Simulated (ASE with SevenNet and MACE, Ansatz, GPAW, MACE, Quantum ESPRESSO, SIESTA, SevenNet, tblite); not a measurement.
# Running HfO2(111) slab (54 atoms) with machine-learned potentials

Aim: run HfO2(111) slab (54 atoms) in machine-learned potentials and see how near its forces come to a plane-wave reference, and at what cost.

Program: ASE with SevenNet and MACE. Level of theory: the method is named at each step. Results are calculated unless marked as measured.

### 1. Set-up

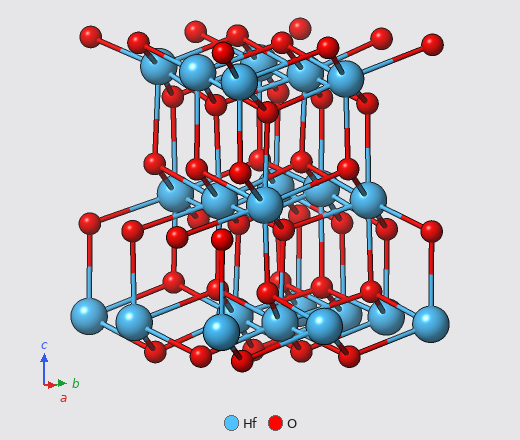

Start, viewed from the side, with the c axis up; hafnium blue, oxygen red. Bonds to atoms that aren't drawn are left out. Some periodic images of atoms are drawn too.

The cell holds 54 atoms: 18 Hf and 36 O. Cell: a = 10.776 Å, b = 7.184 Å, c = 17.332 Å, α = 90.0°, β = 90.0°, γ = 120.0°. It derives from HfO2 (fluorite-type). Fluorite-type HfO2 (a = 5.08 Å), (111) slab of 3 repeat layers, 3 x 2 surface cells, 10 Å of vacuum; not relaxed, displaced by a Gaussian of 0.02 Å. Then every atom was moved at random, 0.05 Å r.m.s. a Cartesian component. Vacuum lies along c.

The yardstick, on the same geometry:

```
method                                           : Kohn-Sham DFT, PBE, SSSP efficiency 1.3.0 pseudopotentials, plane waves (Quantum ESPRESSO 7.5); sssp-pbe-1.3.0-efficiency, cutoffs 60/480 Ry, Γ point
r.m.s. force component                           : 0.873 eV/Å
longest force                                    : 3.096 eV/Å
gap (highest filled to lowest empty level) : 3.481 eV
time                                             : 3.9 min on 4 MPI ranks of Arm Neoverse V1, shared host
CPU time                                         : 15 min
```

### 2. SevenNet 0 potential

Method: machine-learned interatomic potential SevenNet 0, trained on PBE(+U) plane-wave data.

run.py reads:

```python
import numpy as np
from ase.io import read
import mlip  # loads the published weights by name

atoms = read("structure.xyz")
atoms.calc = mlip.calc("7net-0")
energy = atoms.get_potential_energy()
forces = atoms.get_forces()
print(f"energy {energy:.6f} eV")
print("forces (eV/A)")
for i, (a, f) in enumerate(zip(atoms, forces)):
    print(f"{i:4d} {a.symbol:2s} {f[0]:10.5f} {f[1]:10.5f} {f[2]:10.5f}")
```

structure.xyz reads:

```xyz
54
Lattice="10.77631 0.00000 0.00000 -3.59210 6.22170 0.00000 0.00000 0.00000 17.33235" Properties=species:S:1:pos:R:3 pbc="T T T"
Hf 1.81254 3.01354 5.78641
O 0.00722 4.01318 4.90731
O 1.85044 5.13452 6.43013
Hf 1.74375 5.15001 8.74972
O 1.92135 3.07483 7.94948
O 0.04634 4.15578 9.37143
Hf 0.03517 4.13762 11.65705
O 1.75572 5.16550 10.88090
O 8.92013 3.15639 12.33041
Hf 3.56685 0.01288 5.72054
O 1.73976 1.08214 4.95203
O 3.55564 2.06473 6.46965
Hf 3.66923 2.07593 8.56443
O -0.04400 6.20080 7.86611
O 1.79160 1.05004 9.37715
Hf 1.84710 1.13422 11.66623
O 3.53704 2.02846 10.80568
O 0.00079 0.02047 12.30891
Hf 5.39904 3.03886 5.74567
O 3.65403 4.09027 5.00056
O 5.37066 5.28229 6.45162
Hf 5.46119 5.18877 8.60447
O 5.38004 3.13263 7.92626
O 3.58492 4.11217 9.45046
Hf 3.66973 4.18160 11.53052
O 5.32569 5.20769 10.87258
O 1.76290 3.09150 12.36888
Hf 3.65522 6.17050 5.79108
O 5.40400 1.09676 4.97248
O 7.19010 2.19925 6.51436
Hf 7.17857 2.12701 8.58298
O 3.55450 6.21336 7.84479
O 5.46664 0.97668 9.37871
Hf 5.37469 1.02359 11.64422
O 7.23924 2.18002 10.76426
O 3.70299 0.07721 12.29713
Hf 8.93353 3.06021 5.78207
O 7.23525 4.18895 5.00125
O -1.82604 5.22585 6.43030
Hf -1.80273 5.10746 8.67085
O -1.78373 3.20150 7.92279
O 7.16201 4.17936 9.40869
Hf 7.17228 4.11397 11.52827
O -1.82098 5.16874 10.88645
O 5.37436 3.09878 12.32538
Hf 7.15572 6.21150 5.73891
O 8.92968 1.04749 4.98877
O 0.06865 2.03487 6.52026
Hf -0.00183 2.10038 8.60101
O -3.57608 6.21691 7.92019
O 9.00695 0.97749 9.41355
Hf 8.89006 0.99087 11.54785
O -0.02360 2.04476 10.87882
O 3.58941 6.07487 12.32521
```

Command:

```bash
$ OMP_NUM_THREADS=1 python run.py > output.txt
```

What it wrote:

```text
energy -535.230408 eV
forces (eV/A)
   0 Hf   -0.55944    1.85232   -0.28678
   1 O    -0.38716    0.51443    0.51319
   2 O    -1.10828    0.31552    0.12983
   3 Hf    0.95965    0.21836   -1.04639
   4 O    -1.16494    0.47369   -0.51554
   5 O    -0.61936   -0.42253    0.44118
   6 Hf   -0.93107   -0.79803   -1.22731
   7 O     0.30130   -0.08543   -0.56890
   8 O     0.22318   -0.44086    0.79781
   9 Hf    0.20512   -1.26579    0.82075
  10 O     0.60604   -0.54388   -0.58404
  11 O     1.16828   -0.75068   -0.11414
  12 Hf   -1.65015   -0.90698    2.10859
  13 O     0.75654    0.03231   -0.15516
  14 O    -0.26242   -0.18248    0.22176
  15 Hf   -1.27983   -0.73562   -2.07189
  16 O     1.15627    0.33269   -0.15725
  17 O    -0.50249   -0.19485    0.61890
  18 Hf   -0.67446    0.80362   -0.73510
  19 O     0.43382    0.10415   -0.32147
  20 O     0.95079   -1.08905    0.82642
  21 Hf   -0.93708    1.04575    0.67973
  22 O     0.19291    0.00484   -0.59141
  23 O     0.38546    0.65694   -0.50559
[...]
46 O     0.32122    0.55206   -0.25418
  47 O    -1.09627    0.20962    0.40718
  48 Hf    1.45622   -1.09303    2.01852
  49 O    -0.39665   -0.42437   -0.50043
  50 O    -0.50034    0.53924   -0.82651
  51 Hf    1.92038    0.75314   -0.36792
  52 O    -0.05595    1.04063   -0.52917
  53 O    -0.47079    2.03368    0.80057
```

Wall time 11 s (1 thread of Arm Neoverse V1, shared host); peak memory 0.75 GiB.

Banners, paths, timers and routine set-up lines are dropped from the logs unmarked, and long logs keep their key lines alone; longer cuts are marked.

Compared with the plane-wave run:

```
r.m.s. force component                  : 0.8431 eV/Å
r.m.s. difference of force components   : 94.36 meV/Å
longest difference of force vectors     : 346.5 meV/Å
force difference over r.m.s. force      : 10.81 %
slope of forces against the reference's : 0.9605
correlation of force components         : 0.9946
```

Length of the force difference by element (eV/Å):

| element | atoms | mean | most |
| --- | --- | --- | --- |
| Hf | 18 | 0.17 | 0.35 |
| O | 36 | 0.14 | 0.26 |

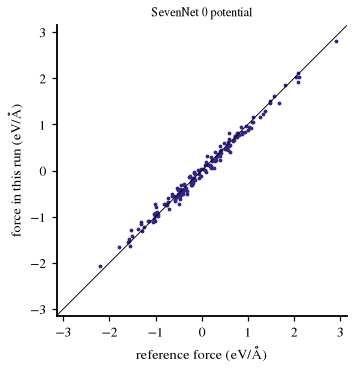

Force components against those of the reference; the line marks equality.

A closer look about Hf40, which bears the longest force: 9 atoms, nearest first, numbered in the order of the input, with positions taken from that point.

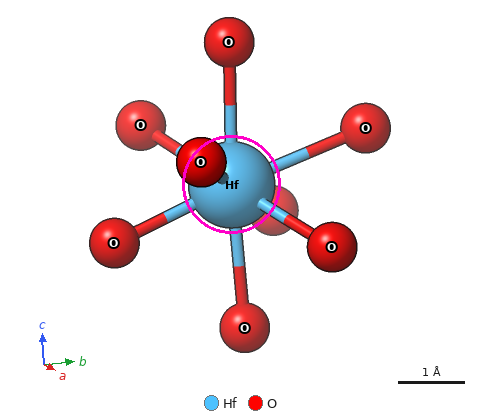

The atoms of the table, within 2.3 Å (arrows a, b, c point along x, y, z); some may hide others; the central atom is ringed.

| atom | x | y | z | distance (Å) | bonds | Fx | Fy | Fz (eV/Å) |
| --- | --- | --- | --- | --- | --- | --- | --- | --- |
| Hf40 | 0.00 | 0.00 | 0.00 | 0.00 | 8 | 0.36 | 2.80 | 0.88 |
| O41 | 0.02 | -1.91 | -0.75 | 2.05 | 4 | -0.02 | -1.54 | -0.31 |
| O42 | -1.81 | -0.93 | 0.74 | 2.17 | 4 | -0.28 | -0.07 | -0.65 |
| O6 | 1.85 | -0.95 | 0.70 | 2.19 | 4 | -0.62 | -0.42 | 0.44 |
| O44 | -0.02 | 0.06 | 2.22 | 2.22 | 4 | 0.95 | -0.02 | -0.92 |
| O14 | 1.76 | 1.09 | -0.80 | 2.22 | 4 | 0.76 | 0.03 | -0.16 |
| O50 | -1.77 | 1.11 | -0.75 | 2.22 | 4 | -0.40 | -0.42 | -0.50 |
| O39 | -0.02 | 0.12 | -2.24 | 2.24 | 4 | 0.55 | -0.21 | 0.33 |
| O15 | 0.00 | 2.16 | 0.71 | 2.28 | 4 | -0.26 | -0.18 | 0.22 |

Atoms are counted from 1 here, from 0 in the log.

Forces lie 11 % from the reference's, at 0.011 times its CPU time (on 1 against 4 cores).

### 3. SevenNet l3i5 potential

Method: machine-learned interatomic potential SevenNet l3i5, trained on PBE(+U) plane-wave data.

run.py: that of step 2 with these lines changed.

```diff
@@ -5,3 +5,3 @@
 atoms = read("structure.xyz")
-atoms.calc = mlip.calc("7net-0")
+atoms.calc = mlip.calc("7net-l3i5")
 energy = atoms.get_potential_energy()
```

structure.xyz is that of step 2.

What it wrote:

```text
energy -534.731934 eV
forces (eV/A)
   0 Hf   -0.60261    1.76987   -0.44866
   1 O    -0.43308    0.55820    0.44992
   2 O    -1.09948    0.38784    0.13310
   3 Hf    0.95936    0.16541   -1.23372
   4 O    -1.21906    0.52457   -0.44384
   5 O    -0.55525   -0.41444    0.29996
   6 Hf   -1.10929   -0.91801   -1.15519
   7 O     0.35890   -0.11088   -0.52003
   8 O     0.24133   -0.43508    0.90913
   9 Hf    0.26371   -1.27087    0.66369
  10 O     0.62616   -0.54758   -0.54638
  11 O     1.14709   -0.73860   -0.12176
  12 Hf   -1.79574   -0.93542    2.12975
  13 O     0.78827    0.03152   -0.02162
  14 O    -0.26437   -0.21943    0.10444
  15 Hf   -1.47894   -0.88767   -2.05755
  16 O     1.22877    0.43621   -0.09228
  17 O    -0.55702   -0.22627    0.56739
  18 Hf   -0.68988    0.57053   -0.92769
  19 O     0.48696    0.22742   -0.28665
  20 O     0.96820   -1.13450    0.83598
  21 Hf   -0.96801    0.97315    0.70262
  22 O     0.21014   -0.03275   -0.58751
  23 O     0.35759    0.75098   -0.56960
[...]
46 O     0.28840    0.62725   -0.23448
  47 O    -1.13617    0.27961    0.47678
  48 Hf    1.61523   -1.09869    2.13639
  49 O    -0.42769   -0.48473   -0.40427
  50 O    -0.50110    0.54951   -0.94126
  51 Hf    2.09533    0.81982   -0.18645
  52 O    -0.10066    1.09077   -0.40853
  53 O    -0.54447    2.04248    0.75661
```

Run time: 13 s. Hardware: 1 thread; peak memory 1.1 GiB.

Numbers from this run, and their distance from the reference:

```yaml
r_m_s_force_component: 0.8659 eV/Å
r_m_s_difference_of_force_components: 92.02 meV/Å
longest_difference_of_force_vectors: 253.9 meV/Å
force_difference_over_r_m_s_force: 10.54 %
slope_of_forces_against_the_reference_s: 0.9864
correlation_of_force_components: 0.9944
```

Against the first run (11 %), the force difference from the reference is 11 %, at 1.2 times the CPU time.

### 4. MACE MPA-0 medium potential

Method: machine-learned interatomic potential MACE MPA-0 medium, trained on PBE(+U) plane-wave data.

run.py: that of step 3 with these lines changed.

```diff
@@ -5,3 +5,3 @@
 atoms = read("structure.xyz")
-atoms.calc = mlip.calc("7net-l3i5")
+atoms.calc = mlip.calc("mace-mpa-0-medium")
 energy = atoms.get_potential_energy()
```

structure.xyz is that of step 3.

What it wrote:

```text
energy -536.268044 eV
forces (eV/A)
   0 Hf   -0.53088    1.88070    0.04753
   1 O    -0.46659    0.54878    0.31125
   2 O    -1.10521    0.37760   -0.05086
   3 Hf    1.06862    0.13460   -1.14143
   4 O    -1.28830    0.51249   -0.56511
   5 O    -0.70744   -0.51676    0.39666
   6 Hf   -1.05543   -0.75566   -1.72212
   7 O     0.36525   -0.05953   -0.19043
   8 O     0.24532   -0.48357    1.04480
   9 Hf    0.16518   -1.27746    1.02832
  10 O     0.63019   -0.61716   -0.73138
  11 O     1.24871   -0.78177   -0.37125
  12 Hf   -1.86045   -0.95825    2.02067
  13 O     0.77698    0.05172   -0.03904
  14 O    -0.27825   -0.26514    0.26325
  15 Hf   -1.45057   -1.02847   -2.54329
  16 O     1.24277    0.44041    0.20808
  17 O    -0.56193   -0.26214    0.87602
  18 Hf   -0.75791    0.92843   -0.43848
  19 O     0.48076    0.19363   -0.49658
  20 O     1.02053   -1.30872    0.61434
  21 Hf   -1.07906    1.13622    0.69002
  22 O     0.25886   -0.05547   -0.68216
  23 O     0.43959    0.74696   -0.61012
[...]
46 O     0.26266    0.57956   -0.42667
  47 O    -1.24177    0.27282    0.18186
  48 Hf    1.66212   -1.20080    1.98216
  49 O    -0.34727   -0.49861   -0.46153
  50 O    -0.49168    0.73379   -0.92125
  51 Hf    2.04231    0.80689   -0.65369
  52 O    -0.07637    1.08666   -0.22395
  53 O    -0.49436    2.07756    0.96749
```

Run time: 11 s. Hardware: 1 thread; peak memory 0.83 GiB.

Numbers from this run, and their distance from the reference:

```yaml
r_m_s_force_component: 0.9184 eV/Å
r_m_s_difference_of_force_components: 183.6 meV/Å
longest_difference_of_force_vectors: 659 meV/Å
force_difference_over_r_m_s_force: 21.04 %
slope_of_forces_against_the_reference_s: 1.031
correlation_of_force_components: 0.9803
```

Against the first run (11 %), the force difference from the reference is 21 %, at 0.98 times the CPU time.

### 5. All runs compared

Differences are against the plane-wave reference, forces as r.m.s. over components; share is that over the reference's r.m.s. force, slope the least-squares factor from reference forces to these. Total energies of different programs have different zeros and aren't compared.

| run | Δ force, r.m.s. (meV/Å) | share (%) | slope | cores | CPU time | memory (GiB) |
| --- | --- | --- | --- | --- | --- | --- |
| reference | - | - | - | 4 | 15 min | 2.9 |
| SevenNet 0 potential | 94.4 | 10.8 | 0.961 | 1 | 10 s | 0.75 |
| SevenNet l3i5 potential | 92.0 | 10.5 | 0.986 | 1 | 12 s | 1.1 |
| MACE MPA-0 medium potential | 184 | 21.0 | 1.031 | 1 | 10 s | 0.83 |

Times of the machine-learned potentials are mostly Python's start and the loading of weights.

CPU time is summed over cores on a shared host, where runs went side by side, so it is rough. Symmetry, cutoffs, thresholds, outputs and thread counts weren't matched or tuned between programs; memory under MPI is the largest rank's times the ranks.

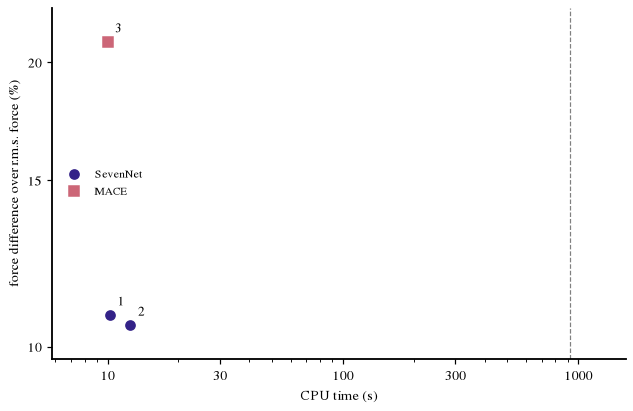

Force difference against CPU time; the dashed line marks the reference's time. Points: 1 SevenNet 0 potential; 2 SevenNet l3i5 potential; 3 MACE MPA-0 medium potential.

### 6. What came out

```yaml
nearest_in_forces: a tie at 11 % of 2 runs: SevenNet 0 potential; SevenNet l3i5 potential
```

Machine-learned potentials differ by 11 % (SevenNet l3i5 potential) to 21 % (MACE MPA-0 medium potential); they were trained on other programs' data. Machine-learned potentials mimic data converged in k, so the reference's own k-point error enters their differences. The electronic-structure runs sample only Γ, in a cell whose shortest periodic width is 6 Å. Spin–orbit coupling is left out, which matters for the levels of the heavy elements.

[Also dropped from logs without a mark: logging warnings of Python, and SIESTA's first energy breakdown and zero terms.]

[Logs are printed without paths, hosts, clocks, repeated set-up lines and the standing remarks that a program may print on its own settings, such as how far it seeks lower states.]

[Hosts, paths, dates, database ids (printed as entryN), source tags and the programs' standing remarks are cut or masked in the printed files.]
